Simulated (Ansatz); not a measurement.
## C under a change: C → B

The reference is C in the diamond structure (space group Fd-3m, No. 227; a = 3.554 Å).

The change: full substitution C → B, then cell and atoms are relaxed.

All numbers come from Ansatz (a first-principles code), PBEsol, PAW, cutoff 420 eV, no spin-orbit coupling. Γ-centred 20×20×20 mesh, Fermi–Dirac width 0.05 eV, for the changed cell.

The volume per atom increases by 2.59 Å³, from 5.61 Å³ to 8.20 Å³ and the density shrinks by 1.36 g/cm³ (3.55 g/cm³ → 2.19 g/cm³). The lattice parameter a goes up by 0.4785 Å to 4.032 Å and the space group stays Fd-3m (No. 227). The shortest interatomic distance grows by 0.207 Å to 1.746 Å and the band gap becomes zero (base: 4.03 eV).

Final structure:

```
CELL_PARAMETERS angstrom
      0.00000     2.01615     2.01615
      2.01615     0.00000     2.01615
      2.01615     2.01615     0.00000
ATOMIC_POSITIONS crystal
  B  0.50000 0.50000 0.50000
  B  0.75000 0.75000 0.75000
```

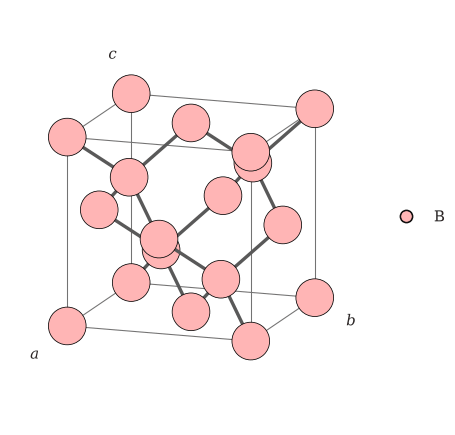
The relaxed conventional cell after the change

Stability against distortions was not tested. As relaxed here, B is a hypothetical phase, not in the database extracts checked.
